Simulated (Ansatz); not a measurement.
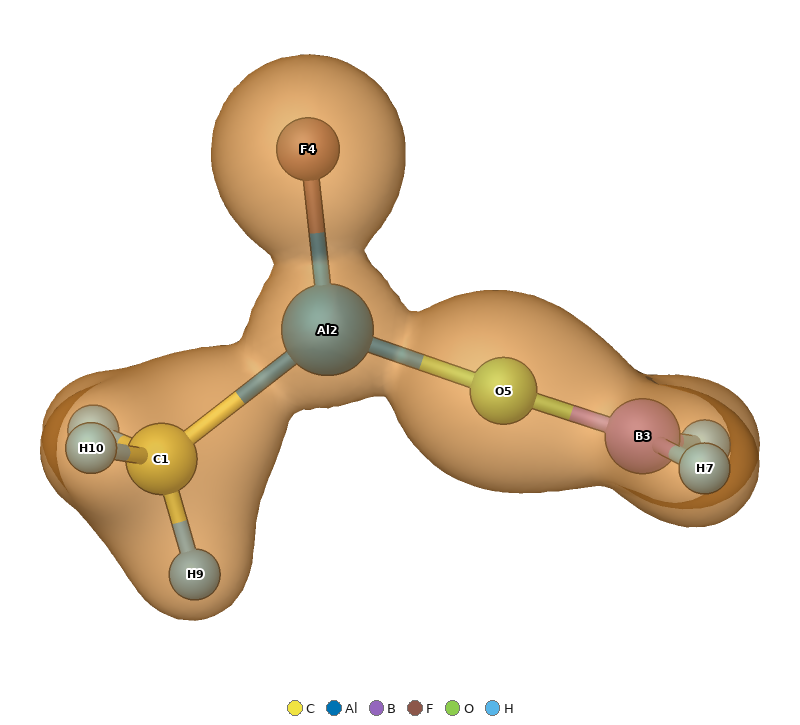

*CH$_{5}$AlBFO (SMILES B[O][Al]([CH3])[F]). Isosurface of the total electron density at 0.4 e/Å³ (orange), seen across its widest extent.*

Geometry: PBE-D3(BJ)/def2-SVP.

The calculation used isolated molecule in a Gaussian basis; Kohn-Sham density functional theory, functional PBE0 in Ansatz.

Input file:

```
crystal:
  periodic: [false, false, false]
  atoms:
    - {symbol: C, position_ang: [-0.652791, -0.041862, 2.051523]}
    - {symbol: Al, position_ang: [0.443768, 0.520969, 0.557192]}
    - {symbol: B, position_ang: [0.027970, 3.163088, -0.921343]}
    - {symbol: F, position_ang: [1.704240, -0.419664, -0.020624]}
    - {symbol: O, position_ang: [0.199405, 2.004043, -0.263065]}
    - {symbol: H, position_ang: [0.618291, 4.165404, -0.538417]}
    - {symbol: H, position_ang: [-0.721645, 3.200234, -1.889048]}
    - {symbol: H, position_ang: [-0.028961, -0.188752, 2.957554]}
    - {symbol: H, position_ang: [-1.443176, 0.697148, 2.288911]}
    - {symbol: H, position_ang: [-1.138561, -1.015460, 1.833335]}
basis:
  gaussian:
    orbitals: def2-TZVPD
hamiltonian:
  xc: {name: PBE0}
output: {forces: true, orbitals: {seedname: orbitals}}
```

Launched as:

```sh
ansatz run input.yaml --threads 2 --pin off --max-ram 4350MiB --events-out events.jsonl --progress --plain --runs-dir runs
```

**Which contacts does the surface bridge?**

At this value the surface is in one piece. It bridges the sampled B–O (1.34 Å), Al–F (1.68 Å), Al–O (1.71 Å) and C–Al (1.94 Å) contacts, where the density stays above the isovalue. On the grid the lowest density along these lines, outside the cores, is 1.5 e/Å³ (B–O, 1.34 Å), 0.74 e/Å³ (Al–F, 1.68 Å), 0.71 e/Å³ (Al–O, 1.71 Å) and 0.64 e/Å³ (C–Al, 1.94 Å).
